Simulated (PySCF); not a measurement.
# C$_{6}$H$_{19}$N$_{3}$Si, SMILES `CN(C)[SiH](N(C)C)N(C)C`: electronic structure

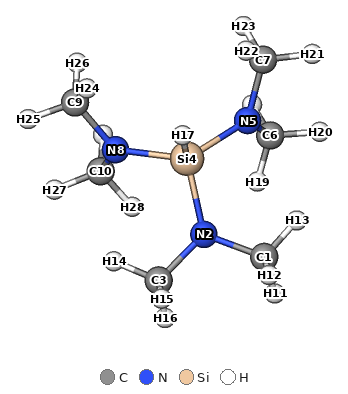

The molecule, with its atoms numbered as below. No frequency check shows the geometry to be a minimum.

Cartesian coordinates (Å):

```
C1       1.3559   -2.3075    0.2073
N2       0.1127   -1.5873    0.0985
C3      -1.0246   -2.4692    0.1658
Si4     -0.0056    0.0590    0.5882
N5       1.4398    0.8114    0.0064
C6       1.8881    0.6563   -1.3553
C7       1.9764    1.9962    0.6210
N8      -1.5371    0.6066   -0.0029
C9      -2.2644    1.6705    0.6360
C10     -1.9289    0.4312   -1.3795
H11      1.4657   -2.9975   -0.6361
H12      1.3978   -2.8960    1.1324
H13      2.1842   -1.6074    0.2060
H14     -1.9396   -1.8885    0.1278
H15     -1.0220   -3.0559    1.0932
H16     -1.0070   -3.1697   -0.6758
H17     -0.0287    0.3261    2.0323
H18      1.5943    1.5130   -1.9763
H19      1.4579   -0.2448   -1.7819
H20      2.9807    0.5783   -1.3868
H21      3.0707    1.9615    0.6111
H22      1.6378    2.0618    1.6507
H23      1.6624    2.9066    0.0928
H24     -1.9609    1.7508    1.6755
H25     -3.3396    1.4664    0.5974
H26     -2.0866    2.6374    0.1459
H27     -2.9961    0.1893   -1.4407
H28     -1.3577   -0.3792   -1.8221
H29     -1.7570    1.3431   -1.9669
```

Part 1: Bonding charge

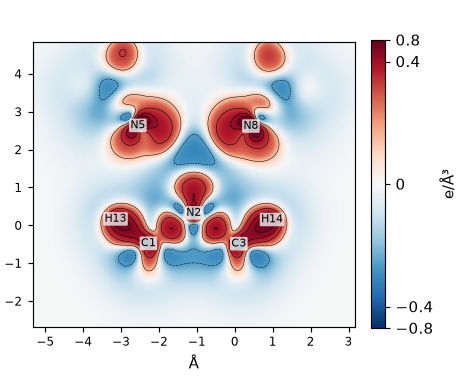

Deformation density (molecule less spherical, spin-averaged free atoms) in the plane of C1, N2, C3, N5, N8, H13 and H14; colour scale in e/Å³, logarithmic beyond ±0.1; red: gain, blue: loss.

PySCF calculation, B3LYP/6-31+G*, gas phase; geometry: GFN2-xTB.

Describe the bonding that the map shows.

Answer. C3–H14: +0.69 e/Å³ at the bond critical point (bond length 1.08 Å). C1–H13: +0.69 e/Å³ at the bond critical point (bond length 1.08 Å). C1–N2: +0.32 e/Å³ at the bond critical point (bond length 1.44 Å). N2–C3: +0.32 e/Å³ at the bond critical point (bond length 1.44 Å). In all, 6.1 electrons gather in the regions of gain relative to the promolecule.

Where do the Hirshfeld charges lie?

Answer. The highest Hirshfeld charge is on Si4 (+0.42 e), the lowest on N5 (−0.21 e).

Part 2: Bond critical points

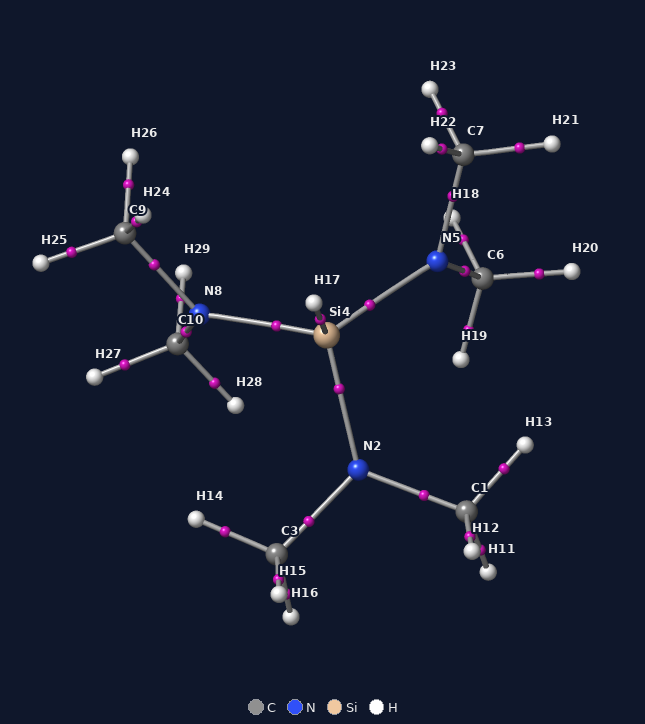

Molecular graph of the electron density (QTAIM): bond paths, bond critical points (magenta), ring points (cyan, if any); weak paths are dashed.

How many critical points of each kind are there, and does the count close?

Answer. 29 nuclei, 28 bond, 0 ring and 0 cage critical points: 29 − 28 + 0 − 0 = 1, as the Poincaré–Hopf relation requires.

What does the calculation give at each kind of bond critical point?

Answer.
| bond | length (Å) | ρ (a.u.) | ∇²ρ (a.u.) | ε | H (a.u.) |
| --- | --- | --- | --- | --- | --- |
| C1–H13 | 1.084 | 0.282 | −0.99 | 0.03 | −0.286 |
| C3–H14 | 1.084 | 0.282 | −0.99 | 0.03 | −0.286 |
| C6–H19 | 1.086 | 0.280 | −0.98 | 0.03 | −0.283 |
| C10–H28 | 1.086 | 0.280 | −0.98 | 0.03 | −0.282 |
| C9–H24 | 1.086 | 0.280 | −0.97 | 0.03 | −0.281 |
| C7–H22 | 1.086 | 0.280 | −0.97 | 0.03 | −0.281 |
| N5–C7 | 1.438 | 0.277 | −0.82 | 0.05 | −0.340 |
| N8–C9 | 1.438 | 0.277 | −0.82 | 0.05 | −0.340 |
| N2–C3 | 1.441 | 0.275 | −0.82 | 0.05 | −0.338 |
| C1–N2 | 1.441 | 0.275 | −0.81 | 0.05 | −0.338 |
| N8–C10 | 1.442 | 0.275 | −0.81 | 0.05 | −0.332 |
| N5–C6 | 1.442 | 0.275 | −0.81 | 0.05 | −0.332 |
| C7–H21 | 1.095 | 0.274 | −0.92 | 0.03 | −0.269 |
| C9–H25 | 1.095 | 0.274 | −0.92 | 0.03 | −0.268 |
| C3–H16 | 1.095 | 0.273 | −0.92 | 0.03 | −0.268 |
| C1–H11 | 1.095 | 0.273 | −0.92 | 0.03 | −0.268 |
| C6–H20 | 1.096 | 0.273 | −0.91 | 0.03 | −0.267 |
| C10–H27 | 1.096 | 0.273 | −0.91 | 0.03 | −0.267 |
| C1–H12 | 1.097 | 0.272 | −0.90 | 0.03 | −0.265 |
| C3–H15 | 1.097 | 0.272 | −0.90 | 0.03 | −0.265 |
| C7–H23 | 1.098 | 0.272 | −0.90 | 0.03 | −0.264 |
| C9–H26 | 1.098 | 0.272 | −0.90 | 0.03 | −0.264 |
| C6–H18 | 1.098 | 0.271 | −0.90 | 0.03 | −0.264 |
| C10–H29 | 1.098 | 0.271 | −0.90 | 0.03 | −0.264 |
| N2–Si4 | 1.722 | 0.128 | +0.71 | 0.20 | −0.046 |
| Si4–N5 | 1.730 | 0.126 | +0.68 | 0.17 | −0.045 |
| Si4–N8 | 1.730 | 0.125 | +0.68 | 0.17 | −0.045 |
| Si4–H17 | 1.469 | 0.122 | +0.18 | 0.02 | −0.082 |

What kind of interaction is C1–N2?

Answer. Shared-shell (covalent): ρ = 0.275, ∇²ρ = −0.81, H = −0.338 a.u.

Part 3: Local ionisation energy

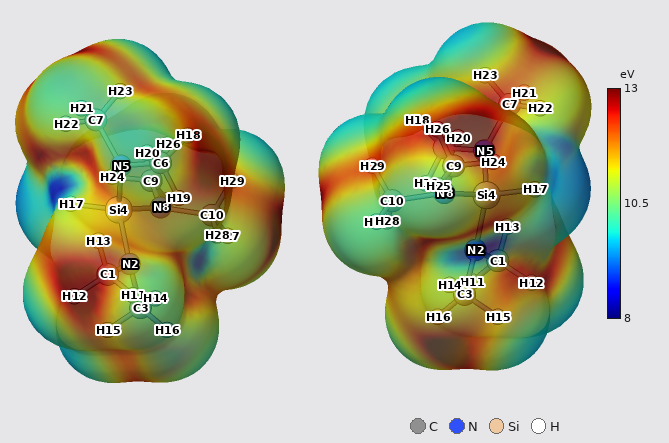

Average local ionisation energy on the surface of electron density 0.001 a.u. (back view left, front view right).

Locate the minima of the map.

Answer. The lowest value is 8.6 eV, 1.9 Å from H13. Further minima include 8.9 eV, near H19 (1.80 Å) and H28 (2.02 Å); 9.3 eV, 1.5 Å from H17; 9.7 eV, 1.4 Å from H23. For comparison, the highest occupied orbital lies at −5.5 eV.

Part 4: In an electric field

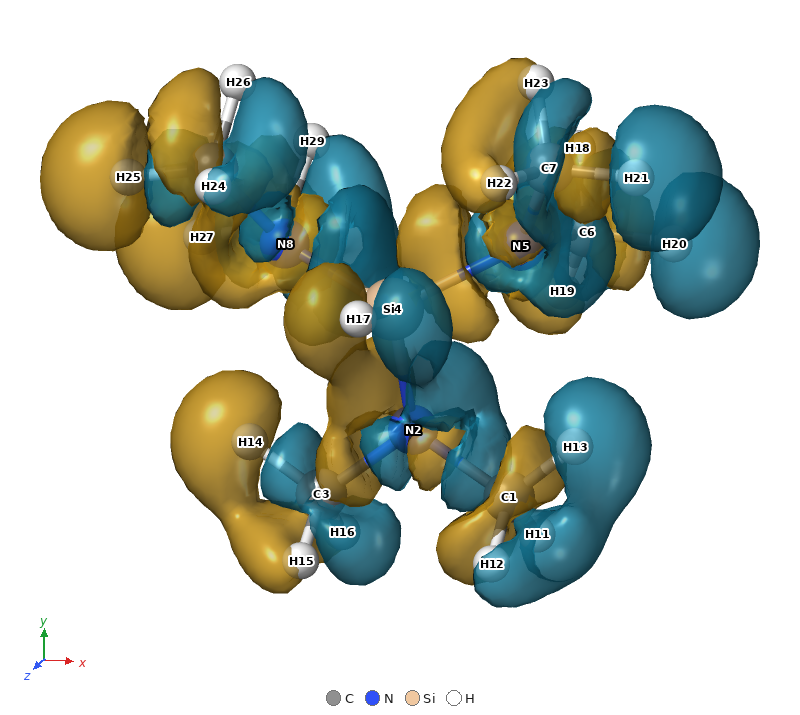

Change of the electron density in a uniform field of 0.26 V/Å, surfaces at ±0.0015 e/Å³ (yellow: gain, teal: loss).

Computed with PySCF, HF/6-31G*, geometry: GFN2-xTB. A basis without diffuse functions makes polarisabilities too small.

Along which Cartesian direction does the field point?

Answer. Along +x: electrons gather on the −x side, against the field.

What dipole is induced, and what polarisability does it imply?

Answer. The induced dipole is 1.27 D (along the field); α along this axis, from the fields in both directions, is 100 bohr³ (14.8 Å³).

Which atoms gain and lose the most charge?

Answer. Electrons gather most on H25 (Hirshfeld charge changes by −0.011 e) and leave H21 most (+0.010 e); 0.128 electrons are displaced in all.

Part 5: Localised orbitals

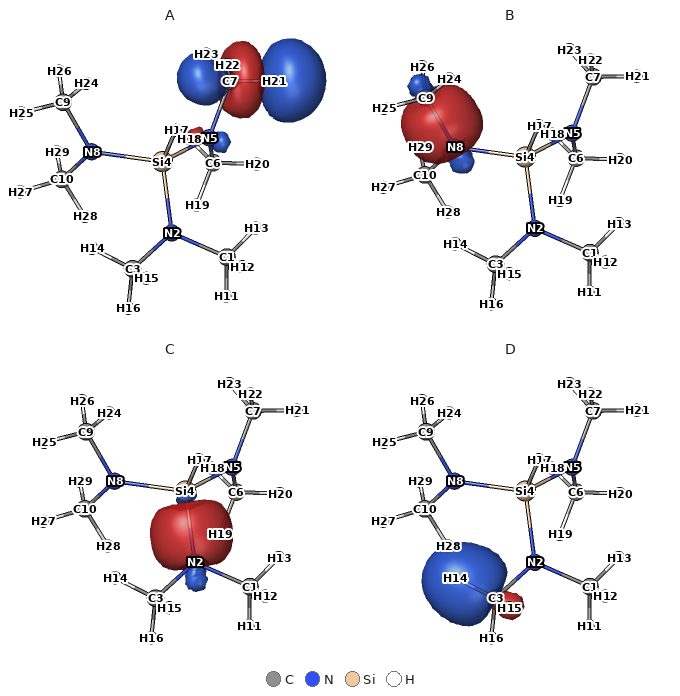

Intrinsic bond orbitals (IBO), occupied and valence-virtual; each surface holds about 85 % of the orbital's density. Energies are diagonal elements of the Fock matrix.

Computed with PySCF, B3LYP/6-31G*, geometry: GFN2-xTB.

What does each orbital represent in a Lewis picture?

Answer. By panel:
- A: σ* orbital H21–C7 (H21 56 %, C7 43 %; 9.8 eV)
- B: σ bond N8–C9 (N8 57 %, C9 42 %; −16.6 eV)
- C: σ bond N2–Si4 (N2 71 %, Si4 27 %; −14.8 eV)
- D: σ bond C3–H14 (C3 57 %, H14 42 %; −12.9 eV)

Which has the smallest and which the largest spatial spread?

Answer. Smallest: B (0.78 Å); largest: A (1.05 Å).
